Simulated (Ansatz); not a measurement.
**One shape, several levels: SiH3Cl (chlorosilane)**

Aim: a comparison of 6 runs (UPBE/STO-3G, r2SCAN/STO-3G, MP2/STO-3G, CCSDTQ/STO-3G, CCSD/STO-3G, CCSD(T)/STO-3G) of SiH3Cl (chlorosilane). 

Program for the calculation: Ansatz 0.2.0.

53 further runs of the same task are left out: 4 that didn't finish, 49 set aside as unsound or not needed.

## 1. Starting point

SiH3Cl has 5 atoms, charge 0, and is taken as a singlet. As SMILES, `[SiH3]Cl`. The H4–Si1 distance was set to 2.961 Å, away from the relaxed value. At this shape a bond of the SMILES string is far longer than usual.

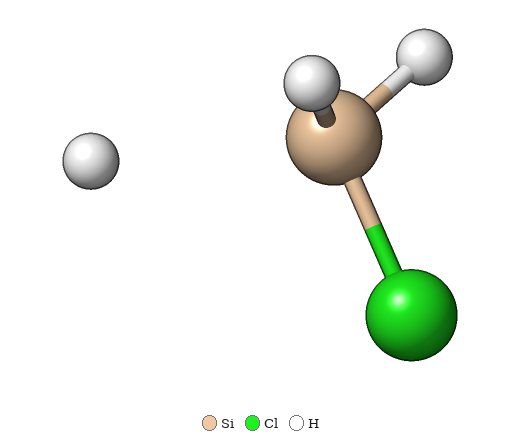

Viewed from a chosen angle; silicon light orange, chlorine green, hydrogen white.

## 2. A single-point energy at UPBE/STO-3G (run 1)

Contents of run.yaml:

```yaml
crystal:
  periodic: [false, false, false]
  atoms:
    - {symbol: Si, position_ang: [0.310693, 0.622890, 1.253078]}
    - {symbol: Cl, position_ang: [2.260993, 0.090790, 1.613878]}
    - {symbol: H, position_ang: [-0.528207, 0.115990, 2.363078]}
    - {symbol: H, position_ang: [-0.534700, -0.585700, -1.314900]}
    - {symbol: H, position_ang: [0.231893, 2.099690, 1.179278]}
basis:
  gaussian: {orbitals: STO-3G}
total_charge: 0
magnetization: {spin_polarized: true, initial_magnetization: 0}
hamiltonian: {xc: {name: PBE}}
accuracy: high
```

Started as:

```bash
$ ansatz run run.yaml --threads 1 --pin off --max-ram 2610MiB --events-out events.jsonl --progress --plain --runs-dir runs
```

The log of the run:

```text
Warning: RAYON_NUM_THREADS=1 ignored (pool sized by the plan → 1); use --threads N
Functional definition: PBE
  name "PBE"
  parameter kappa = 0.804
  parameter beta = 0.06672455060314922
  exchange = pbe_x(kappa = kappa, mu = beta*pi^2/3)
  correlation = pbe_c(beta = beta)
363 factors; integrals over basis functions are off by at most 1.1e-8 eV
mean field evaluation 1: about -20197.7948 eV, gradient 2.3e1 eV
mean field evaluation 2: about -20188.7627 eV, gradient 3.0e1 eV
mean field evaluation 4: about -20201.7303 eV, gradient 1.4e1 eV
mean field evaluation 8: about -20205.7746 eV, gradient 8.2e0 eV
mean field evaluation 16: about -20206.6624 eV, gradient 7.0e-8 eV
mean field evaluation 32: about -20207.1999 eV, gradient 1.0e-1 eV
mean field -20207.16992699 eV, -742.5997979051 hartree, gradient 8.2e-9 eV, S^2 0.835482; 3 other end points of the search recorded, 0 dependent functions left out
reference -20207.16992901 eV, -742.5997979795 hartree; 17, 17 occupied and 4, 4 virtual orbitals, 363 factors
Total energy: -20207.16992901 eV, -742.5997979795 hartree
```

Run time: 4.8 s. Hardware: 1 thread of Arm Neoverse V1, shared host; peak memory 0.13 GiB.

## 3. The energy at r2SCAN/STO-3G (run 2)

Contents of input.yaml:

```yaml
crystal:
  periodic: [false, false, false]
  atoms:
    - {symbol: Si, position_ang: [0.310693, 0.622890, 1.253078]}
    - {symbol: Cl, position_ang: [2.260993, 0.090790, 1.613878]}
    - {symbol: H, position_ang: [-0.528207, 0.115990, 2.363078]}
    - {symbol: H, position_ang: [-0.534700, -0.585700, -1.314900]}
    - {symbol: H, position_ang: [0.231893, 2.099690, 1.179278]}
basis:
  gaussian: {orbitals: STO-3G}
hamiltonian: {xc: r2scan}
accuracy: high
```

Started as:

```bash
$ ansatz run input.yaml --threads 1 --pin off --max-ram 2610MiB --events-out events.jsonl --progress --plain --runs-dir runs
```

The log of the run:

```text
Warning: RAYON_NUM_THREADS=1 ignored (pool sized by the plan → 1); use --threads N
Functional definition: r2SCAN
  name "r2SCAN"
  parameter k0 = 0.174
  parameter k1 = 0.065
  parameter a1 = 4.9479
  exchange = r2scan_x(k0 = k0, k1 = k1, a1 = a1)
  correlation = r2scan_c
363 factors; integrals over basis functions are off by at most 1.1e-8 eV
mean field evaluation 1: about -20207.3464 eV, gradient 3.0e1 eV
mean field evaluation 2: about -20200.0379 eV, gradient 3.6e1 eV
mean field evaluation 4: about -20213.1355 eV, gradient 1.7e1 eV
mean field evaluation 8: about -20213.3207 eV, gradient 1.6e1 eV
mean field evaluation 16: about -20215.6937 eV, gradient 1.9e-8 eV
mean field -20215.69367110 eV, -742.9130397237 hartree, gradient 9.3e-8 eV, S^2 0.000000; 0 other end points of the search recorded, 0 dependent functions left out
reference -20215.69367152 eV, -742.9130397391 hartree; 17, 17 occupied and 4, 4 virtual orbitals, 363 factors
Total energy: -20215.69367152 eV, -742.9130397391 hartree
```

It took 3.3 s on 1 thread of Arm Neoverse V1, shared host; peak memory 0.14 GiB.

Runs 3 to 5 aren't shown in full; the table further down has their settings and results.

## 4. The energy at CCSD(T)/STO-3G (run 6)

Contents of in.yaml:

```yaml
basis:
  gaussian: {orbitals: STO-3G}
crystal:
  periodic: [false, false, false]
  atoms:
    - symbol: Si
      position_ang: [0.310693, 0.622890, 1.253078]
    - symbol: Cl
      position_ang: [2.260993, 0.090790, 1.613878]
    - symbol: H
      position_ang: [-0.528207, 0.115990, 2.363078]
    - symbol: H
      position_ang: [-0.534700, -0.585700, -1.314900]
    - symbol: H
      position_ang: [0.231893, 2.099690, 1.179278]
correlation: {method: ccsd_t, frozen_orbitals: {Cl: 5, H: 0, Si: 5}}
accuracy: high
scf: {omitted_lower_state_checks: [cluster_reference, increment]}
```

Started as:

```bash
$ ansatz run in.yaml --threads 1 --pin off --max-ram 2610MiB --events-out events.jsonl --progress --plain --runs-dir runs
```

The log of the run:

```text
Warning: RAYON_NUM_THREADS=1 ignored (pool sized by the plan → 1); use --threads N
Functional definition: HF
  name "HF"
  exchange = exact_x
  correlation = 0
these checks for a lower state are left out or cut short: cluster_reference, increment
363 factors; integrals over basis functions are off by at most 1.1e-8 eV
mean field evaluation 1: about -20176.7878 eV, gradient 2.2e1 eV
mean field evaluation 2: about -20176.7974 eV, gradient 2.2e1 eV
mean field evaluation 4: about -20182.0069 eV, gradient 1.2e0 eV
mean field evaluation 8: about -20182.0151 eV, gradient 2.2e-2 eV
mean field -20182.01514248 eV, -741.6753766250 hartree, gradient 4.0e-8 eV, S^2 0.000000; 0 other end points of the search recorded, 0 dependent functions left out; unrestricted orbitals would lower it
10 core orbitals not correlated: weight in the atoms' cores, before any rotation towards them, 1.000 or more for the frozen orbitals, at most 0.000 for the correlated occupied ones
reference -20182.01514248 eV, -741.6753766250 hartree; 7, 7 occupied and 4, 4 virtual orbitals, 363 factors
second order -3.16542268 eV of doubles, -0.00000000 eV of singles
cycle   1  -2.90726368 eV  change    -1.1e0 eV  update   1.5e-1
cycle   2  -3.64829876 eV  change   -7.4e-1 eV  update   1.1e-1
cycle   3  -4.14516144 eV  change   -5.0e-1 eV  update   8.1e-2
cycle   4  -4.47920190 eV  change   -3.3e-1 eV  update   5.8e-2
cycle   5  -5.21220186 eV  change   -7.3e-1 eV  update   4.1e-2
cycle   6  -5.09600895 eV  change    1.2e-1 eV  update   4.5e-3
cycle   7  -5.13530447 eV  change   -3.9e-2 eV  update   3.6e-3
cycle   8  -5.15709354 eV  change   -2.2e-2 eV  update   9.4e-4
cycle   9  -5.14724567 eV  change    9.8e-3 eV  update   7.5e-4
cycle  10  -5.14671630 eV  change    5.3e-4 eV  update   6.1e-5
cycle  11  -5.14699543 eV  change   -2.8e-4 eV  update   2.3e-5
cycle  12  -5.14692963 eV  change    6.6e-5 eV  update   9.7e-6
cycle  13  -5.14691679 eV  change    1.3e-5 eV  update   3.1e-6
cycle  14  -5.14691689 eV  change   -1.0e-7 eV  update   9.4e-7
cycle  15  -5.14691287 eV  change    4.0e-6 eV  update   4.1e-7
cycle  16  -5.14691406 eV  change   -1.2e-6 eV  update   1.5e-7
cycle  17  -5.14691385 eV  change    2.0e-7 eV  update   7.0e-8
cycle  18  -5.14691055 eV  change    3.3e-6 eV  update   5.5e-7
cycle  19  -5.14690577 eV  change    4.8e-6 eV  update   3.4e-7
cycle  20  -5.14690536 eV  change    4.1e-7 eV  update   3.6e-8
cycle  21  -5.14690530 eV  change    5.6e-8 eV  update   1.1e-8
cycle  22  -5.14690530 eV  change    2.4e-9 eV  update   5.4e-9
cycle  23  -5.14690530 eV  change   -1.7e-9 eV  update   2.1e-9
cycle  24  -5.14690530 eV  change   4.2e-10 eV  update  6.3e-10
perturbative correction -0.13442328 eV, -0.0049399644 hartree
WARN: these amplitudes may be one of several solutions (largest doubles amplitude 0.66, level shift 8.70 eV)
Total energy: -20187.29647107 eV, -741.8694618707 hartree
Checks for a lower state left out: cluster_reference, increment
```

Run time: 0.19 s. Hardware: 1 thread of Arm Neoverse V1, shared host.

## 5. The series

| run | level | frozen core orbitals | energy (Eh) | wall time |
| --- | --- | --- | --- | --- |
| 1 | UPBE/STO-3G | – | -742.599798 | 4.8 s |
| 2 | r2SCAN/STO-3G | – | -742.913040 | 3.3 s |
| 3 | MP2/STO-3G | 10 | -741.791704 | 0.18 s |
| 4 | CCSDTQ/STO-3G | 10 | -741.869765 | 3.3 s |
| 5 | CCSD/STO-3G | 10 | -741.864522 | 0.18 s |
| 6 | CCSD(T)/STO-3G | 10 | -741.869462 | 0.19 s |

## 6. Results

```
                                           quantity          value
                                run 6: total energy  -741.86946 Eh
run 6: correlation energy (10 core orbitals frozen)     -194.1 mEh
                              run 6: (T) correction      -4.94 mEh
                               run 6: T1 diagnostic          0.018
```

What this shows: Totals of different functionals can't be ranked against each other. In runs 3, 4, 5, 6 the log says that unrestricted orbitals would lower the reference, so the values rest on an unstable closed-shell determinant (other closed-shell runs at this shape may share the fault). In runs 1, 2, 3, 4, 5, 6 the basis is minimal, so the values are rough. In runs 2, 3, 5, 6 a closed-shell determinant meets a far-stretched bond, which it describes badly. Spin contamination of the reference: run 1 ⟨S²⟩ = 0.84. Where it is this large, the reference is a mixture of spin states, and values that rest on it are in doubt. All runs together took 12 s, the longest 4.8 s.
